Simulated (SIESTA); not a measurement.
Band structure of CuAu (P4/mmm, 2 atoms in the cell).

```
CELL_PARAMETERS angstrom
      2.80000     0.00000     0.00000
      0.00000     2.80000     0.00000
      0.00000     0.00000     3.67000
ATOMIC_POSITIONS crystal
  Cu 0.00000 0.00000 0.00000
  Au 0.50000 0.50000 0.50000
```

Computed with GGA PBE, numerical atomic orbitals DZP, PseudoDojo PBE standard norm-conserving potentials (rewritten from UPF to PSML) (SIESTA).

Settings: XC.functional = GGA; XC.authors = PBE; potentials = PseudoDojo PBE standard; PAO.BasisSize = DZP; PAO.EnergyShift = 0.01 Ry; MeshCutoff = 350 Ry; kgrid.MonkhorstPack = 12 12 10; OccupationFunction = MP; OccupationMPOrder = 0; ElectronicTemperature = 3156.43 K; MaxSCFIterations = 150; SCF.Mixer.Method = Broyden; SCF.Mixer.Weight = 0.1; SCF.Mixer.History = 6.

The starting cell has typed, rounded lattice constants, without a prior relaxation at this level. Spin-orbit coupling is off. Spin polarisation is off. Values carry the incompleteness of an atom-centred basis.

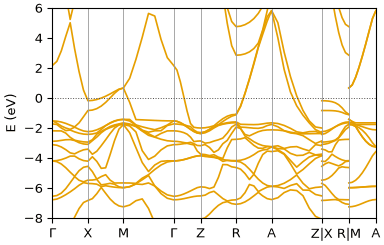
Fig. 1. Bands along the path, energies from the Fermi level.

Levels in eV from the Fermi level, bands 16 to 21:
```csv
point,16,17,18,19,20,21
Γ,-2.19,-1.73,-1.52,-1.52,2.17,10.50
X,-2.94,-2.42,-2.24,-0.83,-0.18,10.22
M,-1.65,-1.42,-1.42,0.67,0.67,6.33
Z,-2.86,-2.37,-2.37,-2.30,-2.00,16.80
R,-1.75,-1.65,-1.59,-1.11,-1.09,2.85
A,-2.12,-1.76,-1.65,5.82,5.82,7.15
```

Bands cross the Fermi level along this path, so the cell is metallic at this level.

Higher empty bands are left out: an atom-centred basis made for the valence describes them poorly.
